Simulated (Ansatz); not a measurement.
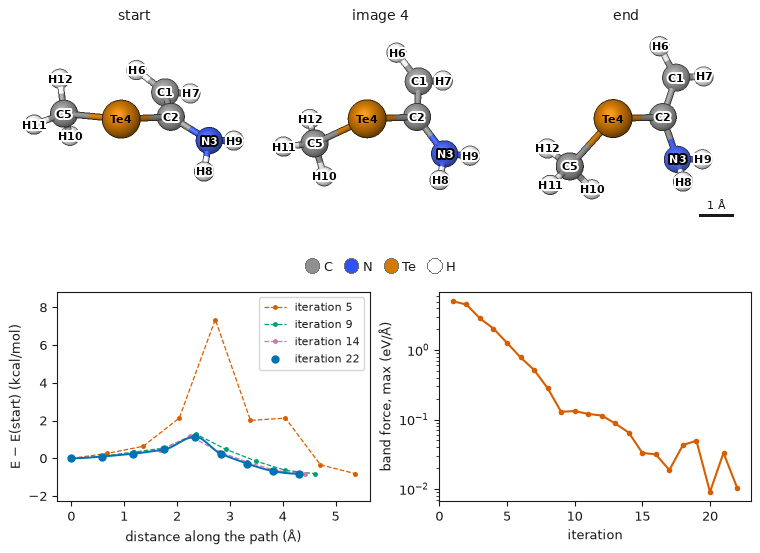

NEB run on C3H7NTe. Images are numbered from 0 (start) to 8 (end). The plot follows the band through its iterations. A ball-and-stick model, seen from a free direction.

Level of theory: RKS B3LYP-D4/def2-SVP in Ansatz. Set-up: 7 movable images; climbing image; force threshold 0.03 eV/Å; iteration limit 44; starting path through a guess of the saddle point.

Did the band converge, and can the barrier be trusted?

The result is final at these settings. The band converged in 22 iterations. The largest component of the band force went from 5 to 0.011 eV/Å. The climbing image converged on the top of the path. Its vibrational analysis gives one imaginary mode (344i cm⁻¹), as a transition state must have. The first iteration put the highest image at 109.14 kcal/mol. The energy climbs by 1.15 kcal/mol to image 4 and then falls by 1.96 kcal/mol, so the end point sits at −0.81 kcal/mol.

Cost: 17 min on 2 threads of Arm Neoverse N1, on a shared host, peak memory 0.33 GiB.
